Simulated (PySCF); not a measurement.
**Spin–spin coupling calculation of C5H7BGe**

The run: spin–spin coupling calculation of C5H7BGe. Method and program: B3LYP/pcJ-1 Ge:pcSseg-1 indirect spin-spin coupling, non-relativistic, gas phase (PySCF 2.14.0).

The geometry comes from this level: GFN2-xTB. It belongs to a series of runs on one base structure; here: C-C bond made double.

Figures and captions count atoms from 1; the log counts them from 0 in places.

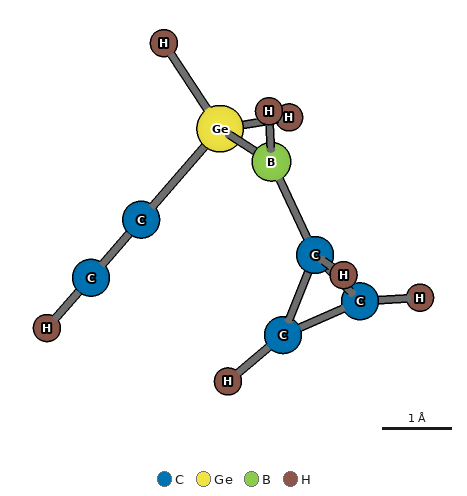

Fig. 1: The input geometry (ball-and-stick view, seen at a tilt). Sticks mark near contacts. Bond lengths as drawn: B–C 1.52 Å, B–Ge 2.02 Å, B–H 1.17 Å, C–C 1.20 to 1.54 Å, C–Ge 1.91 Å, C–H 1.05 to 1.09 Å and Ge–H 1.51 Å.

Key numbers:

- outcome: converged
- total energy: −2296.256450 hartree
- HOMO: −7.11 eV
- LUMO: −2.15 eV
- dipole moment: 2.17 D
- hardware: 1 CPU thread, shared host
- wall time: 4 min
- peak memory: 1.1 GiB

Notes:

Spin–orbit coupling is left out, which matters for the heavy atoms.

The input:
```
{"job": {"kind": "j", "xc": "B3LYP", "basis": "pcJ-1"}, "charge": 0, "multiplicity": 1}
C      2.493206    -1.515492     0.241432
C      1.929885    -0.493187     0.532078
Ge     1.015072     1.130618     0.942186
B     -0.604673     1.446120    -0.220236
C     -1.611904     0.314893    -0.362044
C     -1.147567    -1.149624    -0.227102
C     -1.786563    -0.698749     0.788247
H      2.997070    -2.408544    -0.000652
H      2.128268     2.149387     0.928235
H      0.737829     0.975099     2.420010
H     -0.784037     2.465774    -0.766324
H     -2.500027     0.451511    -0.983886
H     -0.634063    -1.893265    -0.780969
H     -2.233175    -0.775013     1.746886
```

The first line tells a small driver script what to run in PySCF; the rest is the geometry in Å.

Launched with:
```bash
OMP_NUM_THREADS=1 python <driver script> task.json out
```

What the program printed:
```
coarse grid: 55800 points
cycle   1  E = -2296.1526420812  dE =  2.076e-01  |g| = 1.018e+00  |ddm| = 3.497e+00
cycle   2  E = -2296.1102712484  dE =  4.237e-02  |g| = 1.085e+00  |ddm| = 1.266e+00
cycle   3  E = -2296.2526023729  dE = -1.423e-01  |g| = 1.344e-01  |ddm| = 7.991e-01
cycle   4  E = -2296.2537904892  dE = -1.188e-03  |g| = 1.047e-01  |ddm| = 1.508e-01
cycle   5  E = -2296.2563223220  dE = -2.532e-03  |g| = 2.105e-02  |ddm| = 7.598e-02
cycle   6  E = -2296.2564328093  dE = -1.105e-04  |g| = 6.238e-03  |ddm| = 1.907e-02
cycle   7  E = -2296.2564406630  dE = -7.854e-06  |g| = 2.267e-03  |ddm| = 5.291e-03
final grid: 117896 points
cycle   8  E = -2296.2564440488  dE =  4.122e-06  |g| = 4.689e-03  |ddm| = 5.019e-03
cycle   9  E = -2296.2564238933  dE =  2.016e-05  |g| = 1.015e-02  |ddm| = 9.678e-03
cycle  10  E = -2296.2564494468  dE = -2.555e-05  |g| = 4.678e-04  |ddm| = 6.694e-03
cycle  11  E = -2296.2564495015  dE = -5.469e-08  |g| = 1.403e-04  |ddm| = 4.070e-04
cycle  12  E = -2296.2564495064  dE = -4.905e-09  |g| = 1.492e-05  |ddm| = 1.046e-04
cycle  13  E = -2296.2564495065  dE = -6.048e-11  |g| = 2.978e-06  |ddm| = 1.396e-05
```

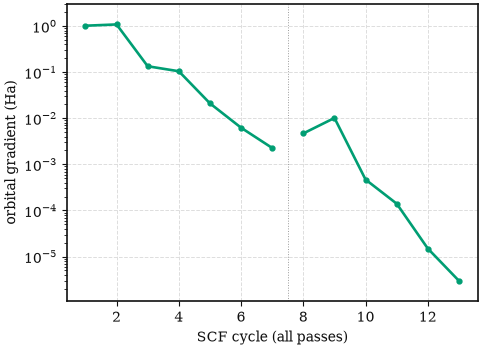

Fig. 2: Convergence of the self-consistent field: orbital gradient against the SCF cycle. The dotted line marks the change from a coarse to the final integration grid. The first 7 cycles use a coarse grid, the final grid takes over at cycle 8, and the field converges after 13 cycles in all.

```
converged SCF energy = -2296.2564495065

Indirect spin-spin couplings (Hz)
  i      j    bonds     total        FC       PSO       DSO        SD
  0 C    1 C    1    158.994   152.168     6.671     0.155         -
  0 C    3 B    3      1.630     1.436     0.149    -0.088     0.134
  0 C    6 C    5      0.228     0.218     0.031    -0.022         -
  0 C    7 H    1    251.086   251.753    -1.133     0.466         -
  0 C    8 H    3      3.625     3.651     0.361    -0.387         -
  0 C    9 H    3      3.731     3.754     0.356    -0.380         -
  0 C   10 H    4      0.985     1.043     0.238    -0.296         -
  0 C   12 H    6      0.259     0.300    -0.279     0.237         -
  1 C    3 B    2      1.912     2.242    -0.090    -0.083    -0.156
  1 C    4 C    3     -0.292    -0.301     0.004     0.004         -
  1 C    5 C    4      0.840     0.780    -0.034     0.094         -
  1 C    6 C    4      1.108     0.974     0.113     0.022         -
  1 C    7 H    2     45.132    40.376     5.805    -1.049         -
  1 C    8 H    2      5.116     5.450    -0.004    -0.330         -
  1 C    9 H    2     -2.379    -2.072    -0.011    -0.296         -
  1 C   10 H    3      4.466     4.713     0.132    -0.379         -
  1 C   12 H    5      0.476     0.366    -0.203     0.313         -
  3 B    4 C    1     70.884    74.113    -3.683     0.314     0.139
  3 B    5 C    2      0.245     0.507    -0.241     0.025    -0.047
  3 B    6 C    2      0.384     0.620    -0.232     0.025    -0.029
  3 B    7 H    4     -0.644    -0.526     0.223    -0.331    -0.009
  3 B    8 H    2     10.911    11.821     0.049    -0.992     0.034
  3 B    9 H    2      6.189     6.884     0.098    -0.878     0.085
  3 B   10 H    1    133.706   134.333    -2.131     1.029     0.475
  3 B   11 H    2     10.339    10.854    -0.292    -0.210    -0.014
  3 B   12 H    3      0.060    -0.057     0.261    -0.202     0.058
  3 B   13 H    3      0.190     0.057     0.288    -0.212     0.057
  4 C    5 C    1      1.818     1.937    -0.310     0.190         -
  4 C    6 C    1      1.806     1.851    -0.234     0.188         -
  4 C    8 H    3      7.449     7.910     0.213    -0.674         -
  4 C    9 H    3     -0.744    -0.595     0.055    -0.203         -
  4 C   10 H    2      5.766     6.372    -0.637     0.031         -
  4 C   11 H    1    161.328   159.768     0.641     0.918         -
  4 C   12 H    2      1.991     1.773     0.683    -0.465         -
  4 C   13 H    2      2.070     1.825     0.726    -0.481         -
  5 C    6 C    1     89.718    93.217    -3.665     0.167         -
  5 C    8 H    4     -0.367     0.067     0.201    -0.635         -
  5 C    9 H    4      2.155     2.193     0.102    -0.141         -
  5 C   10 H    3      2.424     2.514     0.181    -0.272         -
  5 C   11 H    2     -0.512    -0.508     0.227    -0.232         -
  5 C   12 H    1    263.728   264.371    -1.482     0.839         -
  5 C   13 H    2     11.391    10.887     1.412    -0.907         -
  6 C    8 H    4      0.573     1.038     0.204    -0.670         -
  6 C    9 H    4      0.850     0.701    -0.074     0.222         -
  6 C   10 H    3      2.087     2.180     0.179    -0.271         -
  6 C   11 H    2      0.142     0.150     0.230    -0.238         -
  6 C   12 H    2     11.702    11.172     1.430    -0.899         -
  6 C   13 H    1    259.298   259.793    -1.308     0.813         -
  7 H    8 H    4     -2.308    -1.935     0.968    -1.341         -
  7 H    9 H    4     -3.047    -2.675     0.961    -1.333         -
  7 H   10 H    5     -0.230     0.044     0.727    -1.001         -
  7 H   11 H    6     -0.210    -0.114     0.742    -0.837         -
  8 H    9 H    2     -4.968    -2.567     0.788    -3.190         -
  8 H   10 H    3     -0.301     0.175     0.212    -0.688         -
  8 H   11 H    4      0.389     1.403     0.997    -2.011         -
  8 H   12 H    5     -1.216     0.043     0.758    -2.016         -
  8 H   13 H    5     -1.301     0.105     0.783    -2.189         -
  9 H   10 H    3      1.005     2.497     0.903    -2.396         -
  9 H   11 H    4     -0.270     0.171     1.024    -1.465         -
  9 H   12 H    5     -0.434     0.051     0.646    -1.130         -
  9 H   13 H    5      1.134     0.527    -0.449     1.056         -
 10 H   11 H    3      5.134     4.982     0.135     0.017         -
 10 H   12 H    4     -0.844    -0.817     1.075    -1.102         -
 10 H   13 H    4     -0.657    -0.632     1.080    -1.105         -
 11 H   12 H    3     -0.985    -0.982     1.650    -1.654         -
 11 H   13 H    3     -1.335    -1.325     1.685    -1.694         -
 12 H   13 H    3      0.910     0.687     2.869    -2.646         -
```
